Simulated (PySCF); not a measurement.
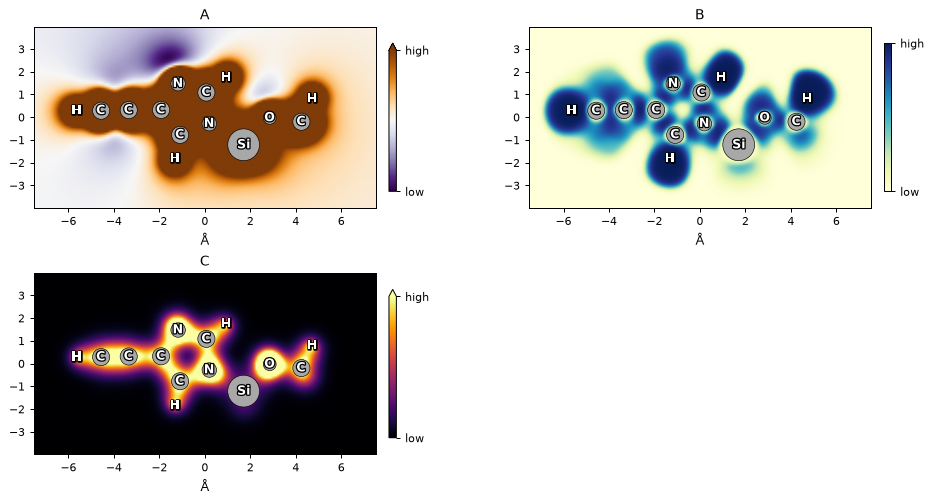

C$_{6}$H$_{8}$N$_{2}$OSi: 3 fields on the plane of atoms Si6, O7 and C8, with unlabelled colour scales. Grey discs cover the atomic cores.

Geometry: PBE0-D3(BJ)/def2-SVP.

Method: PySCF, PBE0/def2-SVPD, SCF density, gas phase.

Which field does each panel show? The fields are: electron density, electron localisation function and electrostatic potential.

Panel A: electrostatic potential (strongly positive close to the atoms, with negative regions outside electron-rich atoms). Panel B: electron localisation function. Panel C: electron density. From the grid: C–C (1.21 Å): ρ at the midpoint is about 2.6 e/Å³; the ELF peaks at about 0.85 between the atoms; a multiple bond. C–N (1.30 Å): ρ is about 2.6 e/Å³ halfway; the ELF peaks at about 0.90 between the atoms: a covalent bond.
